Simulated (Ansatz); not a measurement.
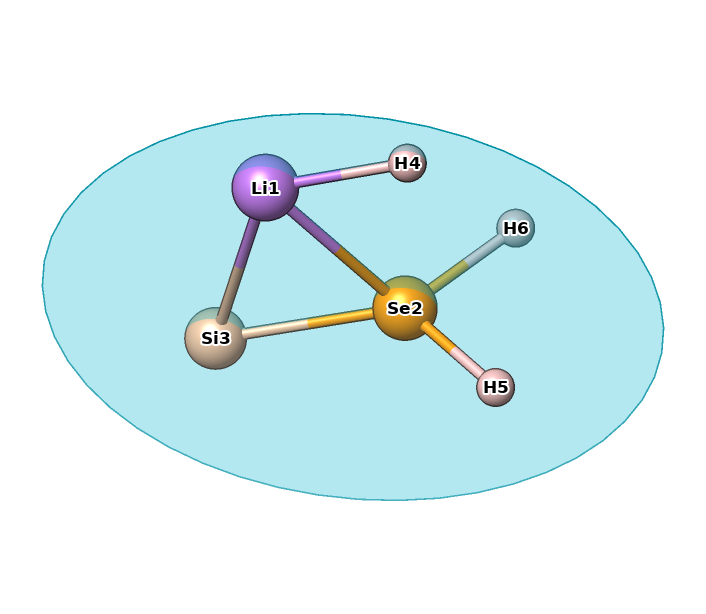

A disc through the centre of mass is drawn in. Depth is shown by fading: the farther an atom, the more it takes the colour of the background. Computed geometry: PBE-D4/def2-SVP optimisation. No frequency run is at hand to confirm it as a minimum.

> Is the plane of the disc a mirror plane of the structure?

Yes. The reflection leaves Li1, Se2, Si3, H4 in place and moves H5 ↔ H6. The point group is Cs.
